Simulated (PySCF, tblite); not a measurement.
# C₅H₄ClF₂O radical: geometry, infrared bands and EPR parameters

What infrared bands and EPR parameters should C₅H₄ClF₂O radical (`F[C@@H]1OC=[C]C[C@]1(F)Cl`) show?

Computed with tblite 0.8.0 and PySCF 2.14.0, with density-fitted response routines of our own, on a single molecule in the gas phase. Atoms count from 0, in the outputs and in this text.

### Step 1. The molecule as given

13 atoms, charge 0, multiplicity 2; geometry from: force field or distance geometry start.

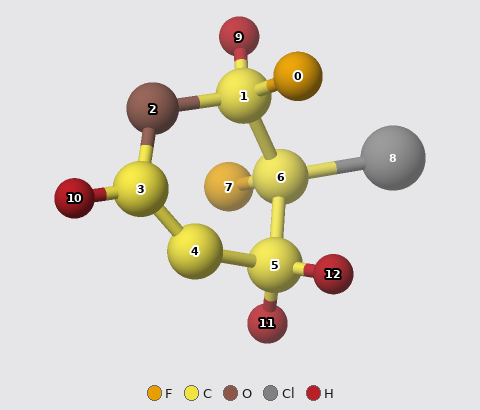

As it starts; fluorine amber, carbon yellow, oxygen brown, chlorine grey, hydrogen red, atoms numbered.

### Step 2. Geometry optimisation with GFN2-xTB

What the job is given:

```
{"job": {"kind": "relax", "xc": "GFN2-xTB", "basis": "xTB"}, "charge": 0, "multiplicity": 2}
F     -0.105700     1.608500    -1.247100
C      0.054900     1.254900     0.048900
O      1.484300     0.925100     0.219600
C      1.844500    -0.292500    -0.290500
C      0.868800    -1.134100    -0.393800
C     -0.581500    -1.208600    -0.270700
C     -0.934900     0.114200     0.441500
F     -0.841100    -0.090700     1.801600
Cl    -2.625300     0.567000     0.096700
H     -0.130600     2.133800     0.680700
H      2.891300    -0.533100    -0.177000
H     -0.891600    -2.077200     0.324600
H     -1.037500    -1.266900    -1.252100
```

Launch:

```console
$ OMP_NUM_THREADS=1 python probes_run.py task.json out
```

One launch serves the whole session: the jobs run in the order shown.

Standard output:

```text
step      E/eV     max force
  0    -835.43005    3.014
  1    -835.66122    1.400
  2    -835.78037    1.210
  3    -835.82946    0.891
  4    -835.88290    0.511
  5    -835.90122    0.348
  6    -835.90908    0.193
  7    -835.91375    0.199
  8    -835.91758    0.169
  9    -835.91975    0.106
 10    -835.92098    0.092
 11    -835.92195    0.104
 12    -835.92289    0.095
 13    -835.92370    0.103
 14    -835.92447    0.107
 15    -835.92532    0.086
 16    -835.92627    0.082
 17    -835.92714    0.074
 18    -835.92789    0.089
 19    -835.92861    0.090
 20    -835.92940    0.085
 21    -835.93019    0.093
 22    -835.93089    0.070
 23    -835.93153    0.068
 24    -835.93218    0.074
 25    -835.93285    0.069
 26    -835.93346    0.061
 27    -835.93399    0.062
 28    -835.93451    0.070
 29    -835.93505    0.067
 30    -835.93557    0.057
 31    -835.93601    0.046
 32    -835.93635    0.046
 33    -835.93659    0.041
 34    -835.93676    0.031
 35    -835.93690    0.036
 36    -835.93707    0.037
 37    -835.93727    0.037
 38    -835.93743    0.033
 39    -835.93754    0.023
 40    -835.93762    0.022
 41    -835.93769    0.023
 42    -835.93774    0.016
 43    -835.93777    0.007
```

It took 0.25 s on 1 thread of Arm Neoverse V2, shared host.

Relaxation path: (not every step is listed)

| step | energy from step 0 (eV) | largest force (eV/Å) |
| --- | --- | --- |
| 0 | 0.0000 | 3.0142 |
| 1 | -0.2312 | 1.3997 |
| 2 | -0.3503 | 1.2103 |
| 3 | -0.3994 | 0.8905 |
| 4 | -0.4528 | 0.5109 |
| 5 | -0.4712 | 0.3484 |
| 6 | -0.4790 | 0.1927 |
| 7 | -0.4837 | 0.1986 |
| 8 | -0.4875 | 0.1688 |
| 11 | -0.4919 | 0.1043 |
| 14 | -0.4944 | 0.1074 |
| 17 | -0.4971 | 0.0744 |
| 20 | -0.4993 | 0.0846 |
| 23 | -0.5015 | 0.0685 |
| 26 | -0.5034 | 0.0611 |
| 29 | -0.5050 | 0.0673 |
| 32 | -0.5063 | 0.0460 |
| 35 | -0.5068 | 0.0355 |
| 38 | -0.5074 | 0.0334 |
| 39 | -0.5075 | 0.0231 |
| 40 | -0.5076 | 0.0222 |
| 41 | -0.5076 | 0.0231 |
| 42 | -0.5077 | 0.0164 |
| 43 | -0.5077 | 0.0073 |

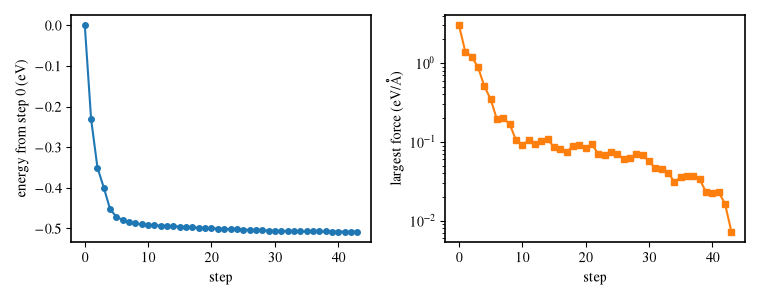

Energy and force, step by step.

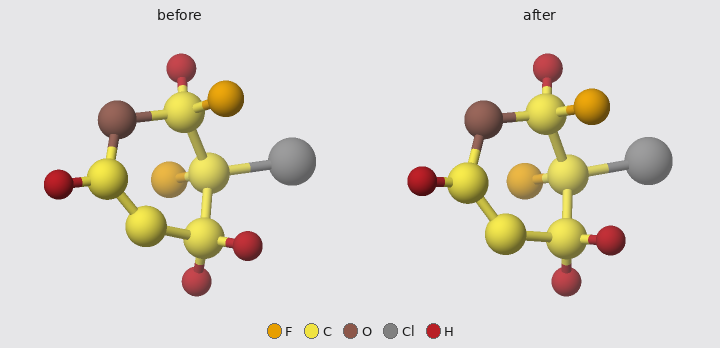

The geometry before (left) and after (right).

Close pairs (by a distance rule), those that changed most:

| bond | before (Å) | after (Å) | change (Å) |
| --- | --- | --- | --- |
| C1–O2 | 1.477 | 1.361 | -0.116 |
| O2–C3 | 1.368 | 1.411 | +0.043 |
| F0–C1 | 1.353 | 1.380 | +0.027 |
| C6–F7 | 1.379 | 1.362 | -0.016 |
| C1–C6 | 1.560 | 1.547 | -0.014 |
| C5–H12 | 1.084 | 1.092 | +0.009 |
| C3–C4 | 1.293 | 1.299 | +0.006 |
| C5–H11 | 1.098 | 1.092 | -0.006 |

The final coordinates are the input of the step that follows.

### Step 3. Vibrational analysis with GFN2-xTB

What the job is given:

```
{"job": {"kind": "ir", "xc": "GFN2-xTB", "basis": "xTB"}, "charge": 0, "multiplicity": 2}
F     -0.177024     1.481346    -1.301180
C      0.071181     1.240528     0.034558
O      1.390518     0.961194     0.220553
C      1.782905    -0.349960    -0.122748
C      0.903088    -1.272361    -0.372514
C     -0.555974    -1.191534    -0.318897
C     -0.873357     0.094486     0.466160
F     -0.683691    -0.113599     1.799165
Cl    -2.568917     0.589967     0.240727
H     -0.159233     2.168621     0.575151
H      2.853551    -0.438135    -0.135482
H     -0.994723    -2.036874     0.215259
H     -0.992713    -1.133192    -1.318480
```

Standard output:

```text
mode    cm-1     km/mol
  1      97.5      1.88
  2     141.2      0.52
  3     161.3      2.50
  4     258.0      4.55
  5     275.8      1.42
  6     327.8     11.38
  7     355.7      9.61
  8     380.3      6.78
  9     466.9     12.46
 10     475.5      6.70
 11     594.1     29.60
 12     658.9      0.85
 13     776.8      2.88
 14     838.1     29.24
 15     895.2     37.35
 16     904.1     46.83
 17     931.9     51.77
 18     975.2    164.07
 19    1010.4     32.12
 20    1044.6     31.58
 21    1070.3     37.22
 22    1102.8     53.59
 23    1158.2     21.43
 24    1190.5     10.32
 25    1241.3      9.91
 26    1248.6     28.06
 27    1273.4     15.38
 28    1410.9     11.00
 29    1753.0     16.62
 30    2930.0     10.39
 31    2970.4      1.82
 32    2980.3      7.06
 33    3134.5      1.23
```

It took 0.37 s on 1 thread of Arm Neoverse V2, shared host.

Which atoms move in the most intense modes:

| cm⁻¹ | km/mol | atoms |
| --- | --- | --- |
| 895 | 37.4 | C6 41 %, O2 12 %, C4 11 %, C3 10 % |
| 904 | 46.8 | C3 37 %, O2 18 % |
| 932 | 51.8 | C5 17 %, O2 16 %, H11 15 %, C1 10 % |
| 975 | 164.1 | C1 61 %, F0 26 % |
| 1010 | 32.1 | C5 27 %, H11 20 %, H10 17 %, C4 14 % |
| 1045 | 31.6 | H12 23 %, C6 23 %, C5 11 % |
| 1070 | 37.2 | C6 28 %, C1 26 %, O2 18 % |
| 1103 | 53.6 | C6 32 %, C1 29 %, O2 11 % |

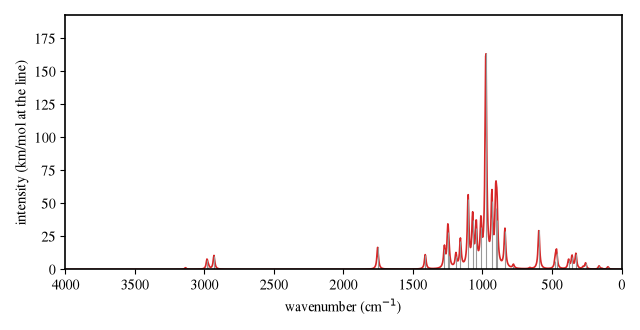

The infrared spectrum from these modes, unscaled. Lines are broadened to a width of 14 cm⁻¹ (Lorentzian).

### Step 4. EPR parameters: B3LYP/pcH-1

Same as in step 3 but for these lines:

```diff
@@ -1,2 +1,2 @@
-{"job": {"kind": "ir", "xc": "GFN2-xTB", "basis": "xTB"}, "charge": 0, "multiplicity": 2}
+{"job": {"kind": "epr", "basis": "pcH-1"}, "charge": 0, "multiplicity": 2}
 F     -0.177024     1.481346    -1.301180
```

Method: UKS B3LYP, pcH-1 on C Cl F H O, non-relativistic, mean-field spin-orbit, GIAO.

Standard output:

```text
UKS, coarse grid
  cycle   1  E = -927.80034579  |g| = 6.78e-01
  cycle   2  E = -927.52287999  |g| = 1.15e+00
  cycle   3  E = -927.95489323  |g| = 8.22e-02
  cycle   4  E = -927.95580032  |g| = 7.30e-02
  cycle   5  E = -927.95823035  |g| = 1.88e-02
  cycle   6  E = -927.95839793  |g| = 6.73e-03
  cycle   7  E = -927.95843086  |g| = 2.91e-03
  cycle   8  E = -927.95844179  |g| = 1.58e-03
  cycle   9  E = -927.95844729  |g| = 7.65e-04
UKS, final grid
  cycle   1  E = -927.95837408  |g| = 8.83e-04
  cycle   2  E = -927.95837407  |g| = 1.28e-03
  cycle   3  E = -927.95837471  |g| = 1.89e-04
  cycle   4  E = -927.95837480  |g| = 1.57e-04
  cycle   5  E = -927.95837486  |g| = 3.35e-05
  cycle   6  E = -927.95837486  |g| = 1.29e-05
E = -927.95837486 Eh   <S^2> = 0.7591 (exact 0.7500)
g shifts (ppm)      1          2          3
  rmc          -176       -176       -176
  gc             41          5          8
  oz_so        -811        377       1415
  total        -945        206       1247
hyperfine (MHz)  atom isotope    a_iso     a_fc   dipolar eigenvalues
    0   19F      -5.01      -5.04     -5.74      0.14      5.60
    1   13C      -4.46      -4.46     -1.06     -0.56      1.62
    2   17O     -12.54     -12.48    -29.39     11.86     17.53
    3   13C      50.52      50.52    -18.47      1.83     16.64
    4   13C     401.89     402.06    -77.70    -56.15    133.85
    5   13C      10.25      10.25     -5.66     -4.58     10.24
    6   13C      56.71      56.68     -6.73     -5.31     12.04
    7   19F       1.69       1.59     -9.38     -4.58     13.96
    8  35Cl       3.99       3.87     -4.83     -3.75      8.58
    9    1H      10.50      10.50     -1.71     -0.83      2.54
   10    1H      44.44      44.45     -6.05     -4.11     10.16
   11    1H      43.74      43.74     -6.72     -5.51     12.23
   12    1H       7.77       7.78     -6.40     -4.04     10.44
```

Wall time 1.8 min (1 thread of Arm Neoverse V2, shared host); peak memory 0.96 GiB.

Principal g values 2.00137, 2.00253, 2.00357; g(iso) = 2.00249, against 2.00232 for a free electron.

Hyperfine couplings, nucleus by nucleus at this fixed geometry (no averaging over rotations):

| nuclei | isotope | a(iso) (MHz) | a(iso) (G, at g = 2.0023) | largest dipolar term (MHz) |
| --- | --- | --- | --- | --- |
| C4 | 13C | 401.9 | 143.4 | 133.9 |
| C6 | 13C | 56.7 | 20.2 | 12.0 |
| C3 | 13C | 50.5 | 18.0 | -18.5 |
| H10 | 1H | 44.4 | 15.9 | 10.2 |
| H11 | 1H | 43.7 | 15.6 | 12.2 |
| O2 | 17O | -12.5 | -4.5 | -29.4 |
| H9 | 1H | 10.5 | 3.7 | 2.5 |
| C5 | 13C | 10.2 | 3.7 | 10.2 |
| H12 | 1H | 7.8 | 2.8 | 10.4 |
| F0 | 19F | -5.0 | -1.8 | -5.7 |
| C1 | 13C | -4.5 | -1.6 | 1.6 |
| Cl8 | 35Cl | 4.0 | 1.4 | 8.6 |
| F7 | 19F | 1.7 | 0.6 | 14.0 |

Mulliken spin populations:

F0 0.00; C1 0.00; O2 0.06; C3 -0.12; C4 0.99; C5 -0.04; C6 0.05; F7 0.00; Cl8 0.02; H9 0.00; H10 0.02; H11 0.02; H12 0.00

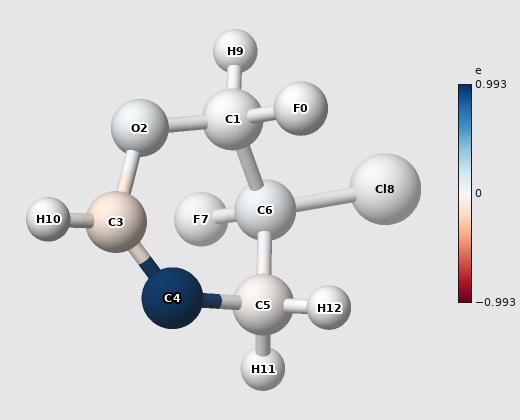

Mulliken spin populations, as colours on the atoms.

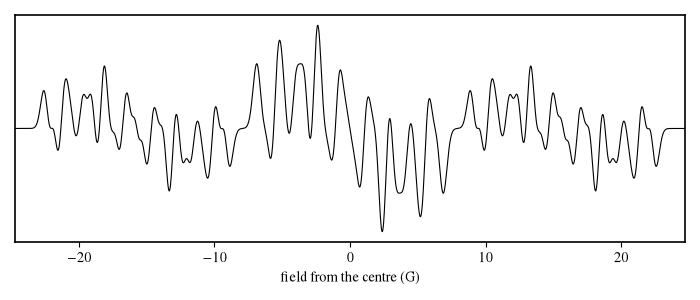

First-order isotropic spectrum (first derivative, main isotopes with spin only, couplings over 0.8 MHz, Gaussian width 0.3 G; couplings of the frozen geometry, rotation of groups not averaged beyond the rows shown).

Orbitals, density, ELF and potential are computed afterwards from the orbital file.

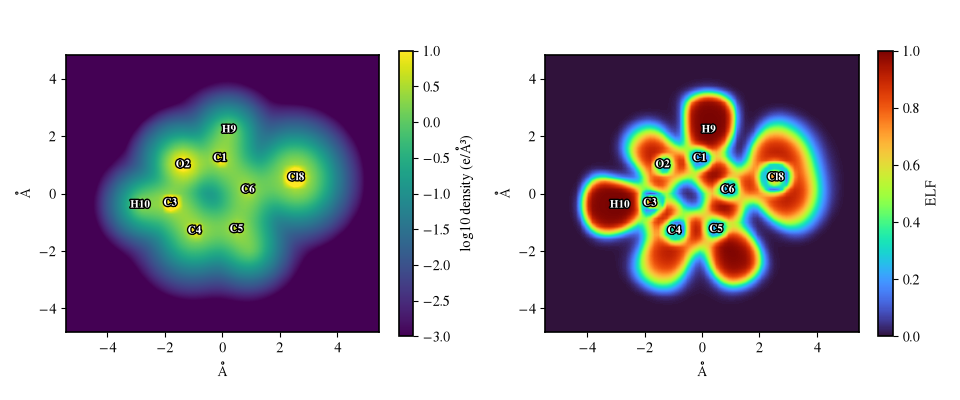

Density (left) and ELF (right) in a plane through or near 9 of the atoms.

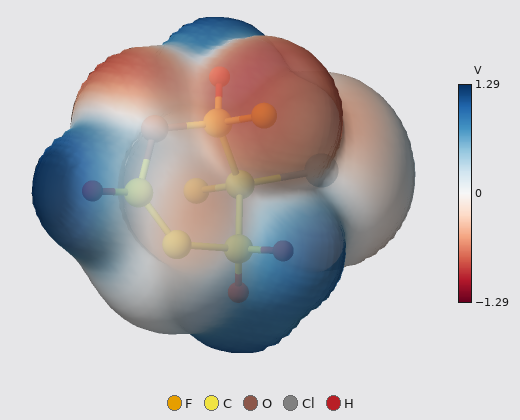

The potential that a unit positive charge feels on the 0.002 e/bohr³ surface, from -0.77 V near F0 to 1.29 V near H10.

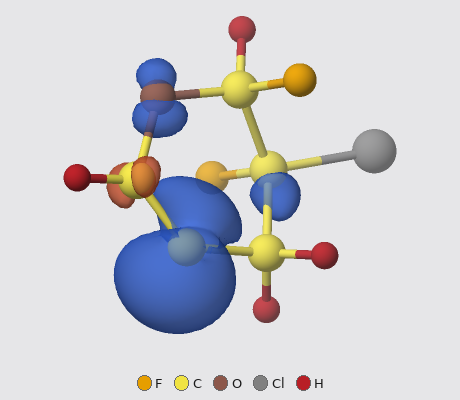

Spin density at ±0.05 e/Å³ (alpha excess blue, beta excess red).

### Step 5. Outcome

| quantity | value |
| --- | --- |
| strongest single infrared mode (GFN2-xTB) | 975 cm⁻¹, 164 km/mol |
| zero-point energy (GFN2-xTB) | 50.1 kcal/mol |
| g(iso) (B3LYP) | 2.00249 |
| ⟨S²⟩ | 0.759 (exact 0.75) |
| largest a(iso) | 13C on C4, 401.9 MHz |
| surface potential, least and greatest | -0.77 V and 1.29 V |

**Reading.** Relaxing lowered the energy by 0.508 eV in 43 steps; the close pair that moved most is C1–O2, from 1.477 to 1.361 Å. No mode is imaginary among the 33: a minimum at this level. The strongest single mode, at 975 cm⁻¹, moves mainly C1. GFN2-xTB is a fitted tight-binding method: band positions and strengths are rough. Its intensities can rank the bands wrongly. Most of the unpaired spin sits on C4 (0.99 e). The isotropic g lies 0.2 ppt above the free-electron value.
